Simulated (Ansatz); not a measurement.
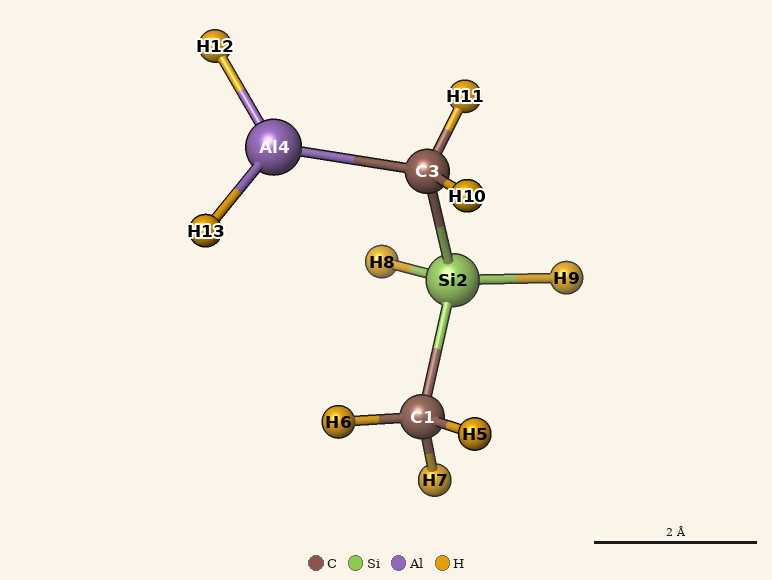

Orthographic view. Distant atoms are faded towards the background colour. The geometry was computed by an optimisation with PBE0-D4/def2-TZVP. No frequency run is at hand to confirm it as a minimum.

Give the geometry as a Z-matrix, atoms in numerical order, with these reference atoms: 2 to 1; 3 to 2, 1; 4 to 3, 2, 1; 5 to 1, 2, 3; 6 to 1, 5, 2; 7 to 1, 5, 6; 8 to 2, 3, 4; 9 to 2, 8, 1; 10 to 3, 2, 9; 11 to 3, 10, 2; 12 to 4, 3, 11; 13 to 4, 12, 3.

```
C  
Si   1   1.872
C    2   1.870   1   111.0
Al   3   1.945   2   112.1   1   -73.2
H    1   1.093   2   110.7   3   -61.8
H    1   1.093   5   107.8   2  -121.9
H    1   1.092   5   108.0   6  -116.5
H    2   1.496   3   109.2   4    46.8
H    2   1.491   8   106.6   1   118.1
H    3   1.096   2   107.4   9   -73.7
H    3   1.095  10   108.1   2  -117.3
H    4   1.588   3   120.3  11    18.3
H    4   1.590  12   119.7   3  -178.3
```
